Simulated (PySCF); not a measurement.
## A study: C$_{2}$H$_{4}$AsO$_{2}$, charge −1, SMILES `O=C([O-])C[AsH2]`

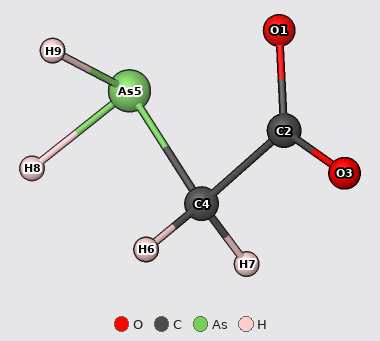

The molecule, with its atoms numbered as below. No frequency check shows the geometry to be a minimum.

Cartesian coordinates (Å):

```
O1      -1.0318   -1.2230   -0.0352
C2      -1.5146   -0.0616   -0.0020
O3      -2.7009    0.2601    0.0474
C4      -0.4163    1.0428   -0.0328
As5      1.1844   -0.0699   -0.0446
H6      -0.4962    1.7180    0.8254
H7      -0.5137    1.6483   -0.9422
H8       2.1771    1.1192    0.2758
H9       1.1957   -0.3623    1.4242
```

## 1. Bonding charge

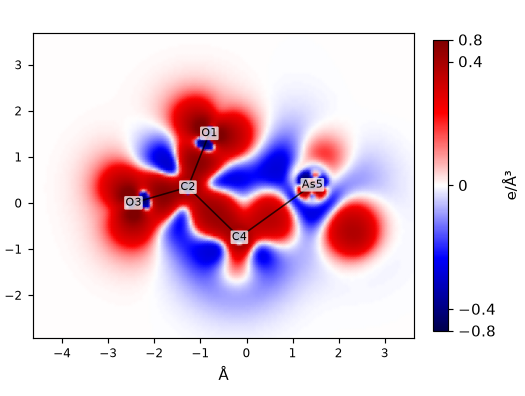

Deformation density (molecule less spherical, spin-averaged free atoms) in the plane of O1, C2, O3, C4 and As5; colour scale in e/Å³, logarithmic beyond ±0.1; red: gain, blue: loss.

Method: ωB97X/def2-SVPD; geometry: GFN2-xTB; program: PySCF.

**How much density has each bond in this plane gained at its critical point, relative to the free atoms?**

C2–O3: +0.62 e/Å³ at the bond critical point (bond length 1.23 Å). O1–C2: +0.56 e/Å³ at the bond critical point (bond length 1.26 Å). C2–C4: +0.48 e/Å³ at the bond critical point (bond length 1.56 Å). C4–As5: +0.20 e/Å³ at the bond critical point (bond length 1.95 Å). O1–As5: −0.06 e/Å³ at the bond critical point (bond length 2.50 Å). In all, 2.6 electrons gather in the regions of gain relative to the promolecule of neutral atoms (this includes the anion's extra charge). A small or negative value marks a very polar bond, one between electron-rich atoms, whose free-atom densities already overlap strongly, a long bond to a heavier atom, or a closed-shell contact such as a hydrogen bond.

**Where do the Hirshfeld charges lie?**

The highest Hirshfeld charge is on C2 (+0.12 e), the lowest on O3 (−0.46 e).

| atom | charge (e) |
| --- | --- |
| O1 | −0.41 |
| C2 | +0.12 |
| O3 | −0.46 |
| C4 | −0.15 |
| As5 | +0.06 |
| H6 | +0.02 |
| H7 | +0.02 |
| H8 | −0.14 |
| H9 | −0.06 |

## 2. Local ionisation energy

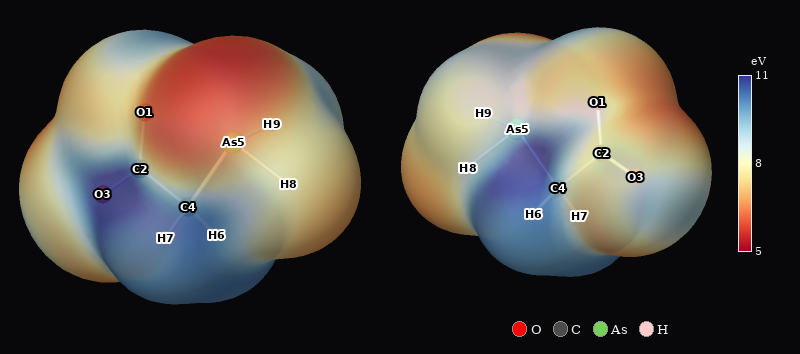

Average local ionisation energy on the surface of electron density 0.001 a.u. (back view left, front view right).

**Where are the most loosely bound electrons on this surface?**

The lowest value is 5.6 eV, 2.5 Å from As5. Further minima include 6.2 eV, 2.0 Å from O3; 6.7 eV, 1.6 Å from H8; 6.7 eV, 1.9 Å from O3. For comparison, the highest occupied orbital lies at −4.2 eV.

## 3. Localised orbitals

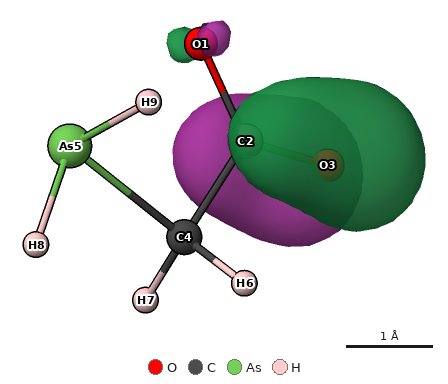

Intrinsic bond orbitals (IBO), occupied; each surface holds about 85 % of the orbital's density. Energies are diagonal elements of the Fock matrix.

Method: LDA (SVWN)/def2-SVP; geometry: GFN2-xTB; program: PySCF. The basis has no diffuse functions, which an anion needs.

**What does this orbital represent?**

π bond O3–C2 (O3 74 %, C2 24 %; −2.4 eV).

**How do all the valence pairs divide up?**

20 pairs: 8 σ bonds, 5 d pairs, 5 lone pairs and 2 two-centre π bonds.
